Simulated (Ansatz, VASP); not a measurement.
**W in two plane-wave programs**

Wanted: the spread between two codes on one cell, functional and k mesh.

Main program and level: Ansatz 0.2.0; plane waves, with VASP 6.6.1 beside it; relaxation of cell and atoms at PBEsol.

## (1) Set-up

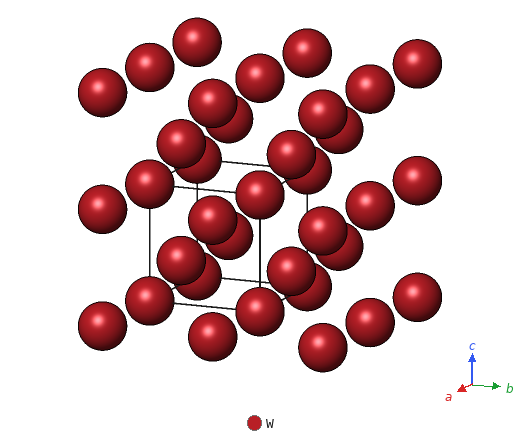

The cell as given, slightly off an axis (tungsten red). 2×2×2 cells are drawn. This picture shows the conventional cell, with its axes. Some periodic images of atoms are drawn too.

## (2) Ansatz: relaxation of cell and atoms, PBEsol

Ansatz runs on its default PAW (the set named soft_2) files.

The relaxed volume is the usual yardstick between codes: its relative difference is about their pressure difference at one cell divided by the bulk modulus.

Contents of input.yaml:

```yaml
crystal:
  lattice:
    - [-1.58, 1.58, 1.58]
    - [1.58, -1.58, 1.58]
    - [1.58, 1.58, -1.58]
  atoms:
    - { symbol: W, position: [0.0, 0.0, 0.0] }
hamiltonian:
  xc: pbesol
  pseudopotentials: { kind: paw }
kpoints:
  mp_grid: { grid: [15, 15, 15] }
scf:
  occupations: { method: methfessel_paxton, width: 0.15 }
relax:
  f_tol: 0.01
  max_steps: 60
  cell: { stress_tol: 0.05 }
output:
  forces: true
  stress: true
```

Started as:

```sh
$ ansatz run input.yaml --threads 4 --pin off --max-ram 9216MiB --backend cpu --events-out ev --progress --plain --runs-dir out
```

Numbers of over 12 decimals in the logs are rounded to 6 here.

What it wrote:

```text
Engine: ansatz 0.2.0, aarch64-unknown-linux-gnu
Pseudopotentials: kind: paw
Pseudopotential: W, paw, valence charge 14, recommended cutoff 420 eV (normal), W.paw.azcp
Functional definition: PBEsol
  exchange = pbesol_x
  correlation = pbesol_c
Crystal: 1 atoms, lattice volume = 15.777 Å³
Basis set: ecut = 420 eV, 321 PW (Γ), exchange–correlation on 40×40×40 points (8 copies of the dense FFT grid, shifted against one another)
Bands: 11, of which v1, the nominal top of the filled ones, is band 7 counted from 1 (6 counted from 0)
Symmetry: 48 space group operations
Space group: Im-3m (ITA 229), of the structure as read, at distance tolerance 2.5e-5 Å
k-points: 120 of 3375
Non-local potential: W, projectors of the file, l = 0: 3, l = 1: 2, l = 2: 2, l = 3: 1
PAW form: soft (Blöchl's): semilocal exchange-correlation on the pseudo side does not see the compensation charge
PAW frozen core: W, regenerated for the run's functional, and the local potential with it (the file was generated under x = pbe(κ = 0.804, μ = 0.219515), c = pbe(β = 0.066725))
PAW one-centre angular grid: W, 590 points (default); XC on 64 Gauss nodes
Initial density: superposition of atomic densities (neutral atoms: chi_scale 0, normalization atom), corrected by the library's trained network
Initial wavefunctions: pseudopotential atomic-orbital guess
Functional: x = pbesol(κ = 0.804, μ = 0.123457), c = pbesol(β = 0.046)
SCF iter   1: F=—  HF=-10256.563762 eV  |F-HF|=—  |Δ(HF+E_count)|=         —  Δρ=1.98e-3  dr2=1.63e-4  ethr=1.77e-3  ⟨swp⟩=5.0  Hψ=6955  notcnv=0
preconditioner: auto → none  [insulator: Δε(μ)=0.139 eV  Ē_g=9.103 eV  σ=0.150 eV  W_gap=0.65  n_scr=0 (ndim 8)  ℏωp=22.9 eV  f_vac=0.000  D(μ)=0.28/eV (n_scr^D=0)  ε∞_Penn≈7.3]
SCF iter   2: F=—  HF=-10256.563438 eV  |F-HF|=—  |Δ(HF+E_count)|=   3.24e-4  S|Δr|=    0.00e0  Δρ=9.99e-4  dr2=3.09e-5  ethr=1.16e-6  ⟨swp⟩=2.2  Hψ=2987  notcnv=0
SCF iter   3: F=—  HF=-10256.563464 eV  |F-HF|=—  |Δ(HF+E_count)|=   2.60e-5  S|Δr|=    0.00e0  Δρ=3.41e-4  dr2=3.49e-6  ethr=2.21e-7  ⟨swp⟩=2.0  Hψ=2079  notcnv=0
SCF iter   4: F=—  HF=-10256.563469 eV  |F-HF|=—  |Δ(HF+E_count)|=   4.16e-6  S|Δr|=    0.00e0  Δρ=3.77e-5  dr2=1.32e-7  ethr=2.49e-8  ⟨swp⟩=2.0  Hψ=1659  notcnv=0
SCF iter   5: F=-10256.563468 eV  HF=-10256.563468 eV  |F-HF|=8.67e-9  |Δ(HF+E_count)|=   5.43e-8  S|Δr|=    0.00e0  Δρ=8.87e-6  dr2=9.97e-9  ethr=7.14e-10  ⟨swp⟩=4.7  Hψ=4315  notcnv=0
SCF 1 converged in 5 iterations: F = -10256.563468 eV  dr2 = 9.97e-9
  greatest PAW one-centre occupation: 1.000 electrons in one spin orbital (limit 2), on the W atom at site 0 (counted from 0), in its partial waves of l = 0
relax step   1: F+E_penalty+E_count = -10256.56346845 eV  Δ(F+E_penalty+E_count) = +0.000e0 eV  max|allowed force component| = 0.000e0 eV/Å  Δτ_max = 0.0000 Å  P = -1.509 GPa  Ω = 15.777 Å³  (5 SCF iters, dr2 threshold 1.00e-7 eV, accepted)
[...]
relax step   2: F+E_penalty+E_count = -10256.56128231 eV  Δ(F+E_penalty+E_count) = +2.186e-3 eV  max|allowed force component| = 0.000e0 eV/Å  Δτ_max = 0.0000 Å  P = +4.273 GPa  Ω = 15.503 Å³  energy of the carried Pulay correction = +1.077e-4 eV  (4 SCF iters, dr2 threshold 1.00e-7 eV, rejected (line search))
[...]
relax step   3: F+E_penalty+E_count = -10256.56384490 eV  Δ(F+E_penalty+E_count) = -3.764e-4 eV  max|allowed force component| = 0.000e0 eV/Å  Δτ_max = 0.0000 Å  P = -0.027 GPa  Ω = 15.705 Å³  energy of the carried Pulay correction = +2.828e-5 eV  (5 SCF iters, accepted)
[...]
relax step   4: F+E_penalty+E_count = -10256.56382368 eV  Δ(F+E_penalty+E_count) = +2.121e-5 eV  max|allowed force component| = 0.000e0 eV/Å  Δτ_max = 0.0000 Å  P = -0.027 GPa  Ω = 15.705 Å³  stress off target by 2.72e-2 GPa  SCF on the basis re-selected at this cell (its energy is not comparable with the rows above)  (3 SCF iters)
basis re-selected at this cell: Δ(F+E_penalty+E_count) = +2.121e-5 eV, ΔP = +0.000 GPa vs the last step (what re-selecting the basis moved, of the pressure what is left beyond the Pulay correction that the steps carried, after the strain that the cell walked since its last selection, with what the two solves' SCF thresholds leave and, on support functions, any second-order correction that the steps lacked; it is no measure of the basis error at this ecutwfc). This SCF's stress stands 2.72e-2 GPa from its target on what of the cell is left free (relax.cell.stress_tol is 5.00e-2 GPa) and its largest allowed force component is 0.00e0 eV/Å (relax.f_tol is 1.00e-2 eV/Å): [rest of the remark cut]
SCF converged after 3 iterations
Stability not checked: this state was not tested for a lower state beside it, because cold or Methfessel-Paxton smearing, or corrected tetrahedra, fill the levels in a way that the test cannot read (fill_not_monotonic; see scf.lower_state_search)
Free energy (F): -10256.563824 eV
Harris-Foulkes:  -10256.563824 eV  (|F-HF|=3.64e-12)
Internal energy: -10256.564751 eV  (E = F + TS)
E sigma→0 (E₀):  -10256.564055 eV
Entropy (-TS):   0.000927 eV (0.927 meV/atom)
Fermi energy:    22.658494 eV
--- Per-component energies (eV) ---
  E_band       = -80.441079
  E_kinetic    = 450.655467
  E_local      = -594.463613  (includes V_loc(G=0)·N_el)
  E_nonlocal   = 2.960006
  E_hartree    = 213.211406
  E_xc         = -265.422270
  E_vxc        = -238.892017  (∫ρ·V_xc dr)
  E_paw        = -8436.056776  (= ΣΔE_a)
  E_vpaw       = -127.123655  (= ΣTr[D̂ρ^β])
  E_aug_tail   = -0.000058  (compensation charges beyond the density's cutoff)
  E_ewald      = -1627.670704
  E_core_change = 0.221792  (= ΣΔE_core)
  E_smearing   = 0.000927  (= −TS)
  E_closure    = 0.000000  (closes the sum)
  Σ components = -10256.563824   (vs F -10256.563824, Δ=0.00e0)
--- Forces (eV/Å), atoms counted from 1 ---
  atom   1  W     -0.00000000    -0.00000000     0.00000000
  max |Σ_I F_I| component: 9.04e-32 eV/Å
--- Stress (GPa, compression-positive) ---
       -0.027166       0.000000      -0.000000
        0.000000      -0.027166       0.000000
       -0.000000       0.000000      -0.027166
  P = ⅓ Tr σ = -0.0272 GPa (-0.272 kbar)
--- Relaxed structure (3 steps of the walk, 2 accepted, 1 SCFs on fresh bases) ---
  F+E_penalty+E_count = -10256.56382368 eV   max|allowed force component| = 0.000e0 eV/Å   (the final SCF, on the basis selected at the relaxed cell)
  cell:  # Å, volume = 15.7048 Å³
    - [-1.577579, 1.577579, 1.577579]
    - [1.577579, -1.577579, 1.577579]
    - [1.577579, 1.577579, -1.577579]
  atoms:
    - { symbol: W, position: [0.0, 0.0, 0.0] }
```

Run time: 1.1 s. Hardware: 4 threads of Arm Neoverse V2, shared host; peak memory 0.33 GiB.

## (3) VASP: relaxation of cell and atoms, PBEsol

The same cell, functional, mesh and smearing now go to VASP, with its own data sets and cutoff.

Lines of VASP's logs that name or quote its potential files are left out, and so is its time.

Contents of INCAR:

```
SYSTEM = W
PREC = Accurate
ENCUT = 350
EDIFF = 1E-06
NELM = 120
ISMEAR = 1
SIGMA = 0.15
LREAL = .FALSE.
ALGO = Normal
GGA = PS
NBANDS = 9
LASPH = .TRUE.
LORBIT = 11
LWAVE = .FALSE.
LCHARG = .FALSE.
KPAR = 8
IBRION = 2
NSW = 40
ISIF = 3
EDIFFG = -0.02
POTIM = 0.4
```

Contents of POSCAR:

```
W
1.0
   -1.5800000000      1.5800000000      1.5800000000
    1.5800000000     -1.5800000000      1.5800000000
    1.5800000000      1.5800000000     -1.5800000000
W
1
Direct
    0.0000000000      0.0000000000      0.0000000000
```

Contents of KPOINTS:

```
Automatic mesh
0
Gamma
15 15 15
0 0 0
```

Potentials, in the order of the species: W (PBE family, release 64).

Started as:

```sh
$ mpirun -np 8 vasp_std
```

What it wrote:

```text
[banner, memory and clock lines left out]
running    8 mpi-ranks, on    1 nodes
 distrk:  each k-point on    1 cores,    8 groups
 distr:  one band on    1 cores,    1 groups

 POSCAR found type information on POSCAR W
 POSCAR found :  1 types and       1 ions
|                                                                             |
|           W    W    AA    RRRRR   N    N  II  N    N   GGGG   !!!           |
|           W    W   A  A   R    R  NN   N  II  NN   N  G    G  !!!           |
|           W    W  A    A  R    R  N N  N  II  N N  N  G       !!!           |
|           W WW W  AAAAAA  RRRRR   N  N N  II  N  N N  G  GGG   !            |
|           WW  WW  A    A  R   R   N   NN  II  N   NN  G    G                |
|           W    W  A    A  R    R  N    N  II  N    N   GGGG   !!!           |
|                                                                             |
|     For optimal performance we recommend to set                             |
|       NCORE = 2 up to number-of-cores-per-socket                            |
|     NCORE specifies how many cores store one orbital (NPAR=cpu/NCORE).      |
|     This setting can greatly improve the performance of VASP for DFT.       |
|     The default, NCORE=1 might be grossly inefficient on modern             |
|     multi-core architectures or massively parallel machines. Do your        |
|     Unfortunately you need to use the default for GW and RPA                |
|     calculations (for HF NCORE is supported but not extensively tested      |
|     yet).                                                                   |
|                                                                             |

|                                                                             |
|               ----> ADVICE to this user running VASP <----                  |
|                                                                             |
|     You enforced a specific xc type in the INCAR file but a different       |
|     [... a line on the potential file left out ...]
|     I HOPE YOU KNOW WHAT YOU ARE DOING!                                     |
|                                                                             |

 LDA part: xc-table for (Slater+PW92), standard interpolation
 POSCAR, INCAR and KPOINTS ok, starting setup
 FFT: planning ... GRIDC
 FFT: planning ... GRID_SOFT
 FFT: planning ... GRID
 WAVECAR not read
 entering main loop
       N       E                     dE             d eps       ncg     rms          rms(c)
DAV:   1     0.676965623380E+00    0.67697E+00   -0.23790E+03  2208   0.403E+02
DAV:   2    -0.143672460148E+02   -0.15044E+02   -0.14414E+02  2559   0.109E+02
DAV:   3    -0.146078304464E+02   -0.24058E+00   -0.24021E+00  2511   0.109E+01
DAV:   4    -0.146084250194E+02   -0.59457E-03   -0.59455E-03  2450   0.592E-01
DAV:   5    -0.146084263974E+02   -0.13780E-05   -0.13785E-05  2519   0.262E-02    0.217E+01
DAV:   6    -0.140847015528E+02    0.52372E+00   -0.39516E-01  2350   0.396E+00    0.107E+01
DAV:   7    -0.138819873037E+02    0.20271E+00   -0.45951E-01  2441   0.414E+00    0.290E-01
DAV:   8    -0.138798702500E+02    0.21171E-02   -0.23551E-03  2335   0.353E-01    0.115E-01
DAV:   9    -0.138796855764E+02    0.18467E-03   -0.16129E-04  2632   0.598E-02    0.139E-02
DAV:  10    -0.138796859757E+02   -0.39933E-06   -0.98252E-06  2445   0.216E-02
   1 F= -.13879686E+02 E0= -.13880062E+02  d E =-.138797E+02
 curvature:   0.00 expect dE= 0.000E+00 dE for cont linesearch  0.000E+00
 trial: gam= 0.00000 g(F)=  0.762E-64 g(S)=  0.301E-01 ort = 0.000E+00 (trialstep = 0.100E+01)
 search vector abs. value=  0.301E-01
 bond charge predicted
       N       E                     dE             d eps       ncg     rms          rms(c)
DAV:   1    -0.138721383356E+02    0.75472E-02   -0.11965E+00  2175   0.797E+00    0.334E+00
DAV:   2    -0.138560927386E+02    0.16046E-01   -0.14153E-02  2460   0.857E-01    0.148E+00
DAV:   3    -0.138509285999E+02    0.51641E-02   -0.12100E-02  2804   0.698E-01    0.363E-02
DAV:   4    -0.138509789909E+02   -0.50391E-04   -0.84231E-05  2413   0.602E-02    0.253E-02
DAV:   5    -0.138510174324E+02   -0.38442E-04   -0.70088E-05  2507   0.405E-02    0.501E-03
DAV:   6    -0.138510174242E+02    0.82010E-08   -0.59954E-07  2036   0.605E-03
   2 F= -.13851017E+02 E0= -.13851112E+02  d E =0.286686E-01
 trial-energy change:    0.028669  1 .order    0.029530   -0.030085    0.089145
 step:   0.2607(harm=  0.2523)  dis= 0.00000  next Energy=   -13.883623 (dE=-0.394E-02)
 bond charge predicted
       N       E                     dE             d eps       ncg     rms          rms(c)
DAV:   1    -0.138950713517E+02   -0.44054E-01   -0.63414E-01  2174   0.563E+00    0.248E+00
DAV:   2    -0.138863512380E+02    0.87201E-02   -0.85702E-03  2445   0.686E-01    0.110E+00
DAV:   3    -0.138836795805E+02    0.26717E-02   -0.64332E-03  2784   0.496E-01    0.238E-02
DAV:   4    -0.138836918016E+02   -0.12221E-04   -0.41698E-05  2387   0.427E-02    0.122E-02
DAV:   5    -0.138837067198E+02   -0.14918E-04   -0.45448E-05  2440   0.311E-02    0.378E-03
DAV:   6    -0.138837069094E+02   -0.18960E-06   -0.29135E-07  1637   0.438E-03
   3 F= -.13883707E+02 E0= -.13884021E+02  d E =-.402093E-02
 curvature:  -0.13 expect dE=-0.909E-06 dE for cont linesearch -0.909E-06
 trial: gam=-0.01524 g(F)=  0.509E-64 g(S)=  0.721E-05 ort = 0.466E-03 (trialstep = 0.852E+00)
 search vector abs. value=  0.183E-08
 reached required accuracy - stopping structural energy minimisation
```

From OUTCAR (step 3):

```text
ion  position               nearest neighbor table
   1  0.000  0.000  0.000-

  LATTYP: Found a body centered cubic cell.
 ALAT       =     3.1600000000

 Subroutine GETGRP returns: Found 48 space group operations
 (whereof 48 operations were pure point group operations)

The static configuration has the point symmetry O_h .

 Found    120 irreducible k-points:

   k-points           NKPTS =    120   k-points in BZ     NKDIM =    120   number of bands    NBANDS=      9

   dimension x,y,z NGX =    18 NGY =   18 NGZ =   18
   dimension x,y,z NGXF=    36 NGYF=   36 NGZF=   36

   ENCUT  =  350.0 eV  25.72 Ry    5.07 a.u.   4.17  4.17  4.17*2*pi/ulx,y,z

   NELECT =       6.0000    total number of electrons

 k-points in reciprocal lattice and weights: Automatic mesh
   0.00000000  0.00000000  0.00000000       0.000
   0.06666667  0.00000000  0.00000000       0.004
   0.13333333  0.00000000  0.00000000       0.004
   0.20000000  0.00000000  0.00000000       0.004
   0.26666667  0.00000000  0.00000000       0.004
   0.33333333  0.00000000  0.00000000       0.004
   0.40000000  0.00000000  0.00000000       0.004
   0.46666667  0.00000000  0.00000000       0.004
   0.06666667  0.06666667  0.00000000       0.007
[...]
-0.46666667 -0.46666667  0.40000000       0.002
  -0.46666667  0.46666667  0.46666667       0.002

 average (electrostatic) potential at core
       1 -37.4596

 E-fermi :   7.8560

 k-point     1 :       0.0000    0.0000    0.0000
  band No.  band energies     occupation
      1      -1.8731      2.00000
      2       6.5897      2.00000
      3       6.5897      2.00000
      4       6.5897      2.00000
      5      10.1332     -0.00000
      6      10.1332     -0.00000
      7      23.2180      0.00000
      8      23.2180      0.00000
      9      23.2180      0.00000

 k-point     2 :       0.0667    0.0000    0.0000
  band No.  band energies     occupation
      1      -1.6585      2.00000
      2       6.4567      2.00000
      3       6.5600      2.00000
      4       6.8045      2.00000
      5       9.9258     -0.00000
      6      10.1368     -0.00000
      7      23.4034      0.00000
      8      23.5927      0.00000
      9      23.7513      0.00000

 k-point     3 :       0.1333    0.0000    0.0000
  band No.  band energies     occupation
      1      -1.0476      2.00000
      2       6.1013      2.00000
      3       6.4187      2.00000
      4       7.4398      2.00062
      5       9.5472     -0.00000
      6      10.1618     -0.00000
      7      23.8120      0.00000
      8      24.6692      0.00000
      9      24.9913      0.00000

  Total       -0.0078909     -0.0078909     -0.0078909      0.0000000      0.0000000     -0.0000000
  in kB       -0.8137741     -0.8137741     -0.8137741      0.0000000      0.0000000     -0.0000000
  external PRESSURE =      -0.8137741 kB  Pullay stress =       0.0000000 kB

  energy-cutoff  :      350.00
  volume of cell :       15.54
      direct lattice vectors                 reciprocal lattice vectors
    -1.571896950  1.571896950  1.571896950     0.000000000  0.318087009  0.318087009
     1.571896950 -1.571896950  1.571896950     0.318087009  0.000000000  0.318087009
     1.571896950  1.571896950 -1.571896950     0.318087009  0.318087009  0.000000000

 POSITION                                       TOTAL-FORCE (eV/Angst)
 -----------------------------------------------------------------------------------
      0.00000      0.00000      0.00000        -0.000000     -0.000000      0.000000
 -----------------------------------------------------------------------------------
    total drift:                                0.000000     -0.000000      0.000000

  FREE ENERGIE OF THE ION-ELECTRON SYSTEM (eV)
  ---------------------------------------------------
  free  energy   TOTEN  =       -13.8837069094 eV

  energy  without entropy=      -13.8846487271  energy(sigma->0) =      -13.88402085

 reached required accuracy - stopping structural energy minimisation

 total charge
# of ion       s       p       d       tot
------------------------------------------
    1        0.682   0.745   4.228   5.655

[... 3 further parts left out ...]
```

CONTCAR:

```
W
   1.00000000000000
    -1.5718969498685935    1.5718969498685935    1.5718969498685935
     1.5718969498685935   -1.5718969498685935    1.5718969498685935
     1.5718969498685935    1.5718969498685935   -1.5718969498685935
  W
     1
Direct
     0.0000000000000000    0.0000000000000000    0.0000000000000000
```

## (4) Side by side

Known differences besides the PAW data sets themselves: both relaxations stop at a tolerance, which leaves soft axes loose, and VASP keeps its plane-wave basis; the data sets hold 14 valence electrons in Ansatz (default PAW (the set named soft_2) files) and 6 in VASP; the cutoff is 420 eV in Ansatz and 350 eV in VASP; Ansatz makes its cores anew for this functional, VASP keeps those of its PBE data sets; Ansatz adds a Pulay correction to the stress that steers its cell, VASP none. Total energies have different zeros and are not compared.

Both answers:

| quantity | Ansatz | VASP | difference |
| --- | --- | --- | --- |
| volume (Å³) | 15.70 | 15.54 | +1.09 % |
| edge a after relaxation, in the typed setting (Å) | 2.732 | 2.723 | +0.36 % |

The walks stopped with -0.03 GPa left in Ansatz and -0.08 GPa in VASP; each walk ends within a tolerance, so the volume difference is uncertain by about these residues over the bulk modulus, most in soft cells.

## (5) What came out

| Item | Value |
| --- | --- |
| difference in volume (relaxation of cell and atoms, PBEsol) | 1.1 % |

In words: The difference in volume is 1.1 % (relaxation of cell and atoms, PBEsol), within the 1.2 % picked in this series as the mark of a large difference, as far as the stopping tolerances let one tell. Differences of this kind measure data sets and numerical settings, not the functional's error against experiment.

[Lines on the potential files, build, host, timing and source positions are cut from VASP's logs without a mark.]

[Logs are printed without paths, hosts, clocks, repeated set-up lines and the standing remarks that a program may print on its own settings, such as how far it seeks lower states.]

[Hosts, paths, dates, database ids (printed as entryN), source tags and the programs' standing remarks are cut or masked in the printed files.]
